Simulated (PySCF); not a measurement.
## A study: Cl2, SMILES `ClCl`

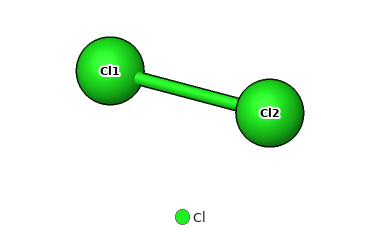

The molecule, with its atoms numbered as below. No frequency check shows the geometry to be a minimum.

Geometry (Å), atoms numbered from 1:

```
Cl1      1.0084    0.0000    0.0000
Cl2     -1.0084    0.0000    0.0000
```

Part 1: Bonding charge

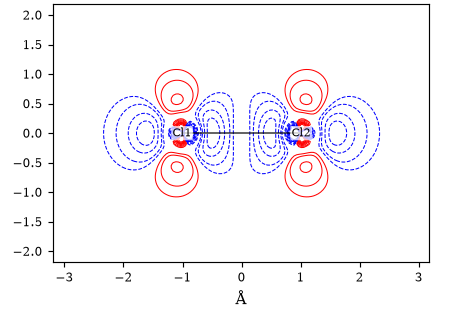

Deformation density (molecule less spherical, spin-averaged free atoms) in a plane that holds the bond; contours at ±0.05 to ±0.8 e/Å³; solid red lines: gain, dashed blue lines: loss.

PySCF calculation, B3LYP/def2-SVPD, gas phase; geometry: GFN2-xTB.

How much density has each bond in this plane gained at its critical point, relative to the free atoms?

Answer. Cl1–Cl2: 0.00 e/Å³ at the bond critical point (bond length 2.02 Å). In all, 0.7 electrons gather in the regions of gain relative to the promolecule. A small or negative value marks a very polar bond, one between electron-rich atoms, whose free-atom densities already overlap strongly, a long bond to a heavier atom, or a closed-shell contact such as a hydrogen bond.

Where do the Hirshfeld charges lie?

Answer. The highest Hirshfeld charge is on Cl1 and Cl2 (0.00 e), the lowest on Cl1 and Cl2 (0.00 e).

Part 2: Bond critical points

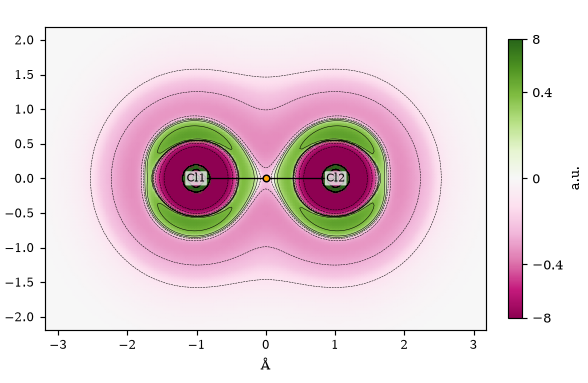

Negative Laplacian of the density (−∇²ρ) in a plane that holds the bond (green positive, pink negative, colour scale in a.u., logarithmic beyond ±0.04), with bond paths and bond critical points (dots).

At which bond critical points in this plane is charge locally concentrated, and at which depleted?

Answer. At none is it concentrated. Depleted (∇²ρ > 0): Cl1–Cl2 (+0.05 a.u., H = −0.052). A positive Laplacian with clearly negative H marks a strongly polar covalent bond, whose critical point lies close to the core of the less electronegative atom.

Part 3: Electrostatic potential

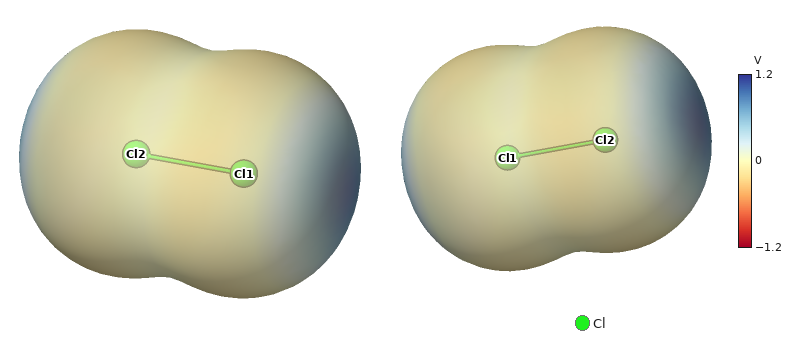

Electrostatic potential on the surface of electron density 0.001 a.u. (back view left, front view right).

Where are the extremes of the potential on the surface?

Answer. Highest: 1.12 V, 1.9 Å from Cl2, and at like points elsewhere. Further maxima include 0.01 V, off the Cl1–Cl2 bond (2.1 to 2.3 Å from its atoms), and at like points elsewhere. Lowest: −0.16 V, 2.1 Å from Cl1, and at like points elsewhere. The surface is sampled at points, so like sites can differ by a few per cent and only the strongest of them is named.

Does Cl2 carry a σ-hole?

Answer. Yes: a local maximum of +1.12 V lies on the extension of the Cl1–Cl2 bond.

Part 4: Localised orbitals

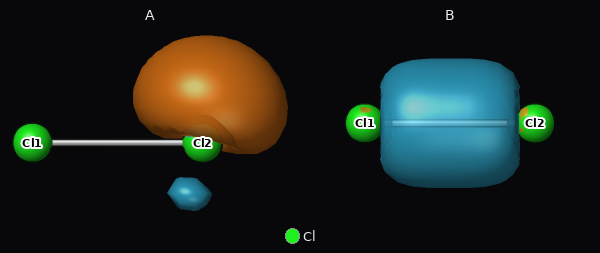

Foster–Boys orbitals, occupied; each surface holds about 70 % of the orbital's density. Energies are diagonal elements of the Fock matrix.

Level of theory: PBE/def2-TZVP (PySCF), at a geometry from GFN2-xTB.

Identify each orbital.

Answer. By panel:
- A: lone pair on Cl2 (sp2.3-type) (Cl2 100 %; −12.0 eV)
- B: σ bond Cl2–Cl1 (Cl2 50 %, Cl1 50 %; −16.5 eV)

The PySCF runs shown took 1.9 s and 2.1 s on 1 thread of Intel(R) Xeon(R) 6975P-C (Granite Rapids) (shared host).
